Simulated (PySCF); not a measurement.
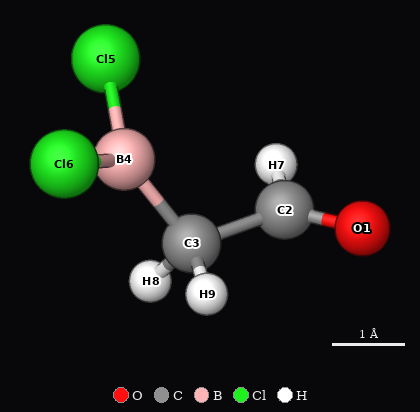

Figure 1. The input geometry (ball-and-stick view, seen at a tilt; atoms are numbered from 1 in the order of the input). Bond lengths as drawn: B–C 1.57 Å, B–Cl 1.75 Å, C–C 1.51 Å, C–H 1.10 to 1.12 Å and C–O 1.20 Å.

## NMR shielding calculation, with input and output: C2H3BCl2O

System: C2H3BCl2O.
Method: GIAO PBE0/pcSseg-0 NMR shielding, non-relativistic, gas phase (PySCF 2.14.0).

The geometry comes from this level: PBE0-D3(BJ)/def2-SVP. Figures and captions count atoms from 1; the log counts them from 0 in places.

### Output
```
coarse grid: 9456 points
cycle   1  E = -1096.3736697732  dE =  7.624e-01  |g| = 7.898e-01  |ddm| = 3.159e+00
cycle   2  E = -1095.4070250876  dE =  9.666e-01  |g| = 2.213e+00  |ddm| = 3.477e+00
cycle   3  E = -1096.5156670266  dE = -1.109e+00  |g| = 1.666e-01  |ddm| = 2.795e+00
cycle   4  E = -1096.5222657438  dE = -6.599e-03  |g| = 8.762e-02  |ddm| = 4.071e-01
cycle   5  E = -1096.5238553805  dE = -1.590e-03  |g| = 1.587e-02  |ddm| = 1.016e-01
cycle   6  E = -1096.5239234925  dE = -6.811e-05  |g| = 7.875e-03  |ddm| = 2.872e-02
cycle   7  E = -1096.5239361662  dE = -1.267e-05  |g| = 1.751e-03  |ddm| = 8.875e-03
cycle   8  E = -1096.5239368690  dE = -7.028e-07  |g| = 5.061e-04  |ddm| = 3.317e-03
final grid: 84440 points
cycle   9  E = -1096.5880428597  dE = -1.064e-05  |g| = 5.170e-03  |ddm| = 1.459e-02
cycle  10  E = -1096.5880273680  dE =  1.549e-05  |g| = 1.027e-02  |ddm| = 1.497e-02
cycle  11  E = -1096.5880484272  dE = -2.106e-05  |g| = 8.086e-04  |ddm| = 1.060e-02
cycle  12  E = -1096.5880485672  dE = -1.401e-07  |g| = 1.093e-04  |ddm| = 9.806e-04
cycle  13  E = -1096.5880485701  dE = -2.845e-09  |g| = 4.329e-05  |ddm| = 2.133e-04
cycle  14  E = -1096.5880485705  dE = -4.602e-10  |g| = 9.312e-06  |ddm| = 6.579e-05
```

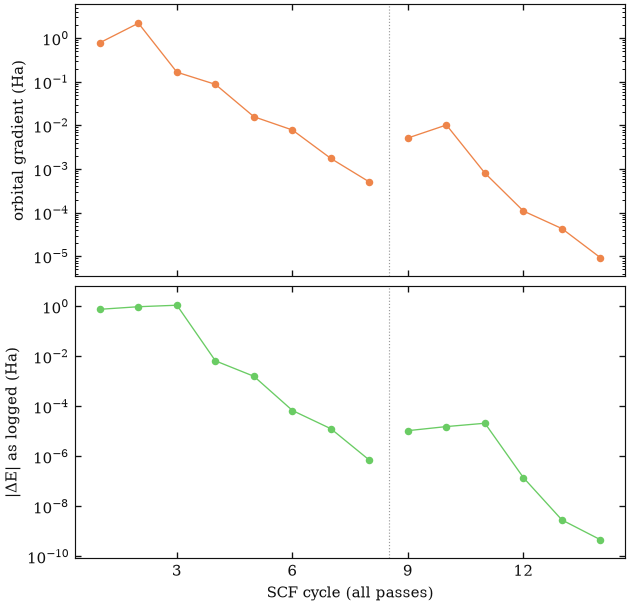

Figure 2. Convergence of the self-consistent field: orbital gradient and size of the energy change against the SCF cycle. The dotted line marks the change from a coarse to the final integration grid. The first 8 cycles use a coarse grid, the final grid takes over at cycle 9, and the field converges after 14 cycles in all.

```
converged SCF energy = -1096.5880485705

GIAO shielding tensors (ppm)
atom      isotropic    diamagn.    paramagn.     s11        s22        s33       span
  0 O     -469.494     395.347    -864.841  -1250.822   -524.124    366.463   1617.285
  1 C      -15.629     250.153    -265.782   -113.514    -32.606     99.234    212.748
  2 C      137.821     258.835    -121.014    104.828    143.790    164.843     60.014
  3 B       32.627     186.171    -153.544     -7.274     19.269     85.884     93.158
  4 Cl     682.351    1144.355    -462.004    370.172    694.559    982.321    612.149
  5 Cl     647.756    1143.913    -496.157    349.802    694.732    898.734    548.932
  6 H       22.321      27.242      -4.921     19.115     22.338     25.508      6.394
  7 H       29.773      30.381      -0.608     27.613     27.880     33.826      6.214
  8 H       29.887      31.652      -1.764     26.782     30.977     31.902      5.119
```

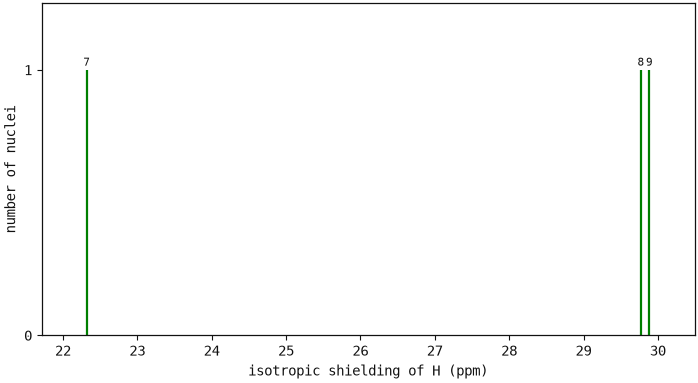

Figure 3. Isotropic shieldings of the hydrogen nuclei in this fixed geometry, labelled by atom number; shielding grows to the right, so chemical shift grows to the left. The least shielded is H7 (22.3 ppm), the most shielded H9 (29.9 ppm).

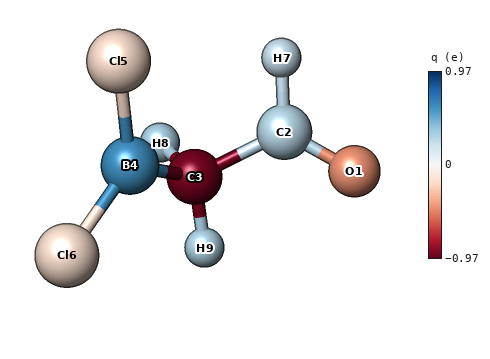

Figure 4. Mulliken charges, as the colour of each atom (ball-and-stick view, seen at a tilt; atoms are numbered from 1 in the order of the input). By element: O −0.43, C −0.92 to +0.26, B +0.59, Cl −0.17 to −0.15 and H +0.22 to +0.31 e.

The run was set up as follows.

### The input
```
{"job": {"kind": "nmr", "xc": "PBE0", "basis": "pcSseg-0", "pop": true}, "charge": 0, "multiplicity": 1}
O     -1.164110     2.013804     0.244884
C     -0.781324     0.929402     0.584606
C     -0.430152    -0.177154    -0.377952
B      1.062031    -0.648239    -0.284362
Cl     1.822520    -0.900042     1.275228
Cl     2.000711    -0.954314    -1.723724
H     -0.646357     0.673453     1.666254
H     -1.024934    -1.067236    -0.090289
H     -0.709067     0.118380    -1.398259
```

The first line tells a small driver script what to run in PySCF; the rest is the geometry in Å.

Command:
```bash
OMP_NUM_THREADS=1 python <driver script> task.json out
```

### Summary

```tsv
quantity	value
outcome	converged
total energy	−1096.588049 hartree
HOMO	−7.83 eV
LUMO	−1.94 eV
dipole moment	2.26 D
isotropic shielding, O	−469.5 ppm
isotropic shielding, C	−15.6 to 137.8 ppm
isotropic shielding, B	32.6 ppm
isotropic shielding, Cl	647.8 to 682.4 ppm
isotropic shielding, H	22.3 to 29.9 ppm
hardware	1 CPU thread, shared host
wall time	5.3 s
peak memory	0.42 GiB
```
